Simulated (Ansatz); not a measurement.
# triplet AlH3 at 6 levels

Aim: a comparison of 6 runs (U-r2SCAN/3-21G, U-wB97M-V/3-21G, UHSE06/3-21G, UPBE0/6-31G*, UBCCD(T)/3-21G, UCCSDTQ/3-21G) of triplet AlH3. 

The results are computed with Ansatz 0.2.0.

61 further runs of the same task are left out: 2 that didn't finish, 59 set aside as unsound or not needed.

**1. The system as given**

AlH3: 4 atoms, total charge 0, spin state triplet. As SMILES of the parent species, `[H][Al]([H])[H]`. The shape comes from GFN2-xTB, which is rough for such elements, and wasn't checked as a minimum. That shape belongs to the parent species and isn't relaxed for this state.

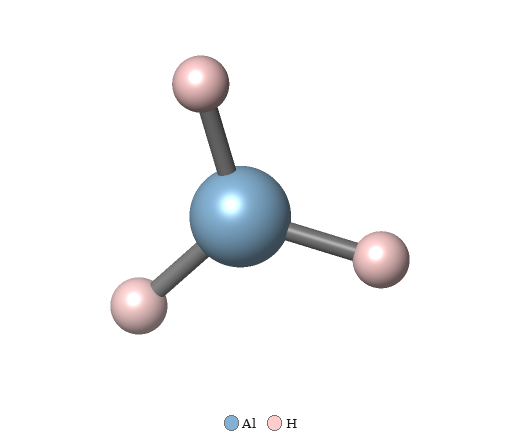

The structure, seen from a chosen angle (aluminium light blue, hydrogen pink).

**2. The energy at U-r2SCAN/3-21G (run 1)**

run.yaml reads:

```yaml
crystal:
  periodic: [false, false, false]
  atoms:
    - symbol: Al
      position_ang: [-0.000010, -0.000020, 0.000020]
    - symbol: H
      position_ang: [1.552650, -0.030520, 0.014610]
    - symbol: H
      position_ang: [-0.749810, 1.359840, -0.019120]
    - symbol: H
      position_ang: [-0.802830, -1.329300, 0.004480]
basis:
  gaussian:
    orbitals: 3-21G.json
magnetization:
  spin_polarized: true
  initial_magnetization: 2
hamiltonian:
  xc: r2scan
accuracy: high
```

The basis set 3-21G is read from a file made from the Basis Set Exchange's data (not shown).

On the command line:

```console
$ ansatz run run.yaml --threads 1 --pin off --max-ram 2610MiB --events-out events.jsonl --progress --plain --runs-dir runs
```

Standard output:

```text
Warning: RAYON_NUM_THREADS=1 ignored (pool sized by the plan → 1); use --threads N
Functional definition: r2SCAN
  name "r2SCAN"
  parameter k0 = 0.174
  parameter k1 = 0.065
  parameter a1 = 4.9479
  exchange = r2scan_x(k0 = k0, k1 = k1, a1 = a1)
  correlation = r2scan_c
374 factors; integrals over basis functions are off by at most 2.8e-9 eV
mean field evaluation 1: about -6601.4045 eV, gradient 5.4e0 eV
mean field evaluation 2: about -6600.2556 eV, gradient 1.1e1 eV
mean field evaluation 4: about -6601.0981 eV, gradient 6.8e0 eV
mean field evaluation 8: about -6601.7563 eV, gradient 1.1e-4 eV
mean field evaluation 16: about -6600.9871 eV, gradient 7.2e0 eV
mean field evaluation 32: about -6601.7049 eV, gradient 4.2e-1 eV
mean field -6601.75632923 eV, -242.6100702679 hartree, gradient 2.6e-8 eV, S^2 2.004974; 6 other end points of the search recorded, 0 dependent functions left out
reference -6601.75633278 eV, -242.6100703985 hartree; 9, 7 occupied and 10, 12 virtual orbitals, 374 factors
Total energy: -6601.75633278 eV, -242.6100703985 hartree
```

It took 7.5 s on 1 thread of Arm Neoverse V2, shared host; peak memory 0.18 GiB.

**3. The energy at U-wB97M-V/3-21G (run 2)**

in.yaml reads:

```yaml
crystal:
  periodic: [false, false, false]
  atoms:
    - {symbol: Al, position_ang: [-0.000010, -0.000020, 0.000020]}
    - {symbol: H, position_ang: [1.552650, -0.030520, 0.014610]}
    - {symbol: H, position_ang: [-0.749810, 1.359840, -0.019120]}
    - {symbol: H, position_ang: [-0.802830, -1.329300, 0.004480]}
basis:
  gaussian:
    orbitals: 3-21G.json
magnetization:
  spin_polarized: true
  initial_magnetization: 2
hamiltonian:
  xc: {name: wB97M-V}
accuracy: high
```

The basis set 3-21G is read from a file made from the Basis Set Exchange's data (not shown).

On the command line:

```console
$ ansatz run in.yaml --threads 1 --pin off --max-ram 2610MiB --events-out events.jsonl --progress --plain --runs-dir runs
```

Standard output, cut to the lines that bear on the results:

```text
Warning: RAYON_NUM_THREADS=1 ignored (pool sized by the plan → 1); use --threads N
Functional definition: wB97M-V
  name "wB97M-V"
[...]
  gx(w, u) = 1 - cx + cx01*u + cx10*w
  gss(w, u) = css00 + css04*u^4 + css10*w + css20*w^2 + css43*w^4*u^3
  gos(w, u) = cos00 + cos10*w + (cos20 + cos21*u)*w^2 + (cos60 + cos61*u)*w^6
[...]
      + integral(e_c_pw_mod_opposite_spin*gos(b97_w_opposite, b97_u_opposite)) + vv10(b, c)
374 factors; integrals over basis functions are off by at most 2.8e-9 eV
161 factors; integrals over basis functions are off by at most 2.5e-9 eV
[...]
mean field -6601.68545572 eV, -242.6074657146 hartree, gradient 4.2e-8 eV, S^2 2.005152; 4 other end points of the search recorded, 0 dependent functions left out
reference -6601.68545952 eV, -242.6074658544 hartree; 9, 7 occupied and 10, 12 virtual orbitals, 374 factors
Total energy: -6601.68545952 eV, -242.6074658544 hartree
```

Wall time 43 s (1 thread of Arm Neoverse V2, shared host); peak memory 0.4 GiB.

Run 3 isn't shown in full; the table further down has it.

**4. The energy at UPBE0/6-31G(d) (spherical functions) (run 4)**

in.yaml reads:

```yaml
crystal:
  periodic: [false, false, false]
  atoms:
    - symbol: Al
      position_ang: [-0.000010, -0.000020, 0.000020]
    - symbol: H
      position_ang: [1.552650, -0.030520, 0.014610]
    - symbol: H
      position_ang: [-0.749810, 1.359840, -0.019120]
    - symbol: H
      position_ang: [-0.802830, -1.329300, 0.004480]
basis:
  gaussian:
    orbitals: 6-31G_st_-spherical.json
magnetization:
  spin_polarized: true
  initial_magnetization: 2
hamiltonian:
  xc: pbe0
accuracy: high
```

The basis set 6-31G* is read from a file made from the Basis Set Exchange's data (not shown).

On the command line:

```console
$ ansatz run in.yaml --threads 1 --pin off --max-ram 2610MiB --events-out events.jsonl --progress --plain --runs-dir runs
```

Standard output:

```text
Warning: RAYON_NUM_THREADS=1 ignored (pool sized by the plan → 1); use --threads N
Functional definition: PBE0
  name "PBE0"
  parameter a = 0.25
  parameter kappa = 0.804
  parameter beta = 0.06672455060314922
  exchange = (1 - a)*pbe_x(kappa = kappa, mu = beta*pi^2/3) + a*exact_x
  correlation = pbe_c(beta = beta)
453 factors; integrals over basis functions are off by at most 3.6e-9 eV
mean field evaluation 1: about -6635.6655 eV, gradient 5.6e0 eV
mean field evaluation 2: about -6635.6678 eV, gradient 5.3e0 eV
mean field evaluation 4: about -6636.0028 eV, gradient 7.1e-1 eV
mean field evaluation 8: about -6636.0095 eV, gradient 2.7e-2 eV
mean field evaluation 16: about -6636.0095 eV, gradient 3.5e-4 eV
mean field evaluation 32: about -6636.0012 eV, gradient 4.4e-1 eV
mean field evaluation 64: about -6635.6807 eV, gradient 4.8e0 eV
mean field -6636.00956031 eV, -243.8688532926 hartree, gradient 1.9e-8 eV, S^2 2.004584; 6 other end points of the search recorded, 0 dependent functions left out
reference -6636.00956316 eV, -243.8688533975 hartree; 9, 7 occupied and 15, 17 virtual orbitals, 453 factors
Total energy: -6636.00956316 eV, -243.8688533975 hartree
```

Run time: 4.5 s. Hardware: 1 thread of Arm Neoverse V2, shared host; peak memory 0.11 GiB.

Run 5 isn't shown in full; the table further down has it.

**5. A single-point energy at UCCSDTQ/3-21G (run 6)**

run.yaml reads:

```yaml
crystal:
  periodic: [false, false, false]
  atoms:
    - {symbol: Al, position_ang: [-0.000010, -0.000020, 0.000020]}
    - {symbol: H, position_ang: [1.552650, -0.030520, 0.014610]}
    - {symbol: H, position_ang: [-0.749810, 1.359840, -0.019120]}
    - {symbol: H, position_ang: [-0.802830, -1.329300, 0.004480]}
basis:
  gaussian:
    orbitals: 3-21G.json
magnetization:
  spin_polarized: true
  initial_magnetization: 2
correlation:
  method: ccsdtq
  frozen_orbitals: {Al: 5, H: 0}
accuracy: high
scf:
  omitted_lower_state_checks: [cluster_reference, increment]
```

The basis set 3-21G is read from a file made from the Basis Set Exchange's data (not shown).

On the command line:

```console
$ ansatz run run.yaml --threads 1 --pin off --max-ram 2610MiB --events-out events.jsonl --progress --plain --runs-dir runs
```

Standard output:

```text
Warning: RAYON_NUM_THREADS=1 ignored (pool sized by the plan → 1); use --threads N
[... 14 lines left out ...]
5 core orbitals not correlated: weight in the atoms' cores, before any rotation towards them, 1.000 or more for the frozen orbitals, at most 0.000 for the correlated occupied ones
[... 49 lines left out ...]
Total energy: -6589.38323599 eV, -242.1553674781 hartree
Checks for a lower state left out: cluster_reference, increment
```

It took 6.3 s on 1 thread of Arm Neoverse V2, shared host; peak memory 0.092 GiB.

**6. All runs side by side**

| run | level | frozen core orbitals | energy (Eh) | ⟨S²⟩ | wall time |
| --- | --- | --- | --- | --- | --- |
| 1 | U-r2SCAN/3-21G | – | -242.610070 | 2.005 | 7.5 s |
| 2 | U-wB97M-V/3-21G | – | -242.607466 | 2.005 | 43 s |
| 3 | UHSE06/3-21G | – | -242.525518 | 2.004 | 5.1 s |
| 4 | UPBE0/6-31G* (spherical functions) | – | -243.868853 | 2.005 | 4.5 s |
| 5 | UBCCD(T)/3-21G | 5 | -242.154703 | 2.005 | 0.32 s |
| 6 | UCCSDTQ/3-21G | 5 | -242.155367 | 2.005 | 6.3 s |

**7. Outcome**

```
                                          quantity          value
                               run 6: total energy  -242.15537 Eh
run 6: correlation energy (5 core orbitals frozen)      -61.9 mEh
          run 6: ⟨S²⟩ of the reference determinant          2.005
                              run 6: T1 diagnostic          0.050
```

**Reading.** Totals of different functionals can't be ranked against each other. All runs together took 67 s, the longest 43 s.
